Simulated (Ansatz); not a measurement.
Abstraction of F: C3H5F3 + C3H7O → C3H5F2 + C3H7FO

Species: C3H5F3 (1,2,2-trifluoropropane) `CC(F)(F)CF`, singlet; C3H7O `[CH2]COC`, doublet; C3H5F2 `C[C](F)CF`, doublet; C3H7FO (2-fluoroethyl methyl ether) `COCCF`, singlet. A radical takes F: the energy is the difference in strength between two C–F bonds in different surroundings.

Shapes, held fixed at every level: PBE0-D4/def2-TZVP. Flexible molecules stand in one conformer, not always the lowest. Programs: Ansatz 0.2.0. The zero-point and thermal change to 298 K, harmonic and unscaled (PBE0-D4/def2-TZVP), is +7.3 kJ/mol.

```tsv
level	kind	ΔH(298 K) (kJ/mol)	less CCSD(T)/CBS estimate	CPU time (sum over the molecules)
MP2/def2-TZVPP	perturbation theory	+40.3	+3.6	–
SPW92/def2-TZVPP	LDA	+23.4	-13.3	24 s
r2SCAN-D4/def2-TZVPP	meta-GGA	+34.5	-2.2	78 s
PBE0-D4/def2-TZVPP	global hybrid	+27.8	-8.9	60 s
wB97X-V/def2-TZVPP	range-separated hybrid	+29.7	-7.0	2.2 min
CCSD(T)/def2-SVP	coupled cluster or CI	+44.2	+7.5	2.7 min
CCSD(T)/CBS estimate	coupled cluster or CI	+36.7	0.0	68 min
```

The highest level, CCSD(T)/CBS estimate, gives ΔH(298 K) = +36.7 kJ/mol; the levels span +23.4 to +44.2. The column of differences is taken from that level and isn't an error. No measured value is set beside it here. Open shells run unrestricted. The CBS estimate extrapolates MP2 from def2-TZVPP and def2-QZVPP and adds CCSD(T) − MP2 in the triple-zeta set, cores frozen. Times are processor times on shared x86 and Arm servers, and rough.

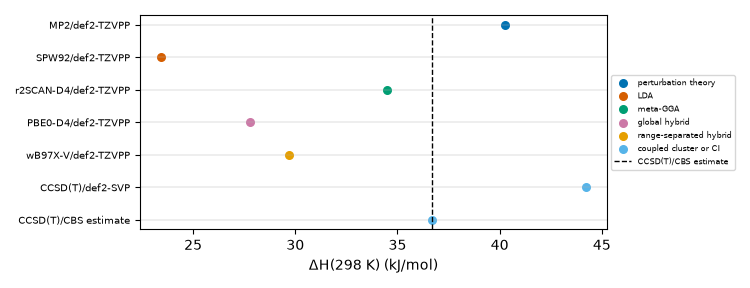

The values of the table, level by level.
